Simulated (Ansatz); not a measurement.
## A computed series for Ge: response to strain

Consider Ge in the diamond structure (space group Fd-3m, No. 227).

```yaml
crystal:
  lattice:
    - [0.00000, 2.88111, 2.88111]
    - [2.88111, 0.00000, 2.88111]
    - [2.88111, 2.88111, 0.00000]
  atoms:
    - { symbol: Ge, position: [0.50000, 0.50000, 0.50000] }
    - { symbol: Ge, position: [0.75000, 0.75000, 0.75000] }
```

Strains are applied to the cell and any free atomic positions relax.

All numbers come from PBE/PAW in Ansatz (a first-principles code), no spin-orbit coupling, earlier PAW set.

Notes on the quantities. energy relative to the base: free energy F.

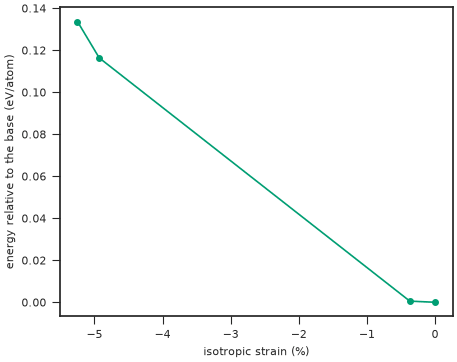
Figure: Energy relative to the base against isotropic strain

Task: From the plot, what is the energy relative to the base for isotropic strain −5.25 %?

Result: About 0.13 eV/atom.

Task: Is the trend monotonic over the range shown?

Result: Yes, it falls throughout, spanning 0 meV/atom to +134 meV/atom.

No phonon test of stability was made.
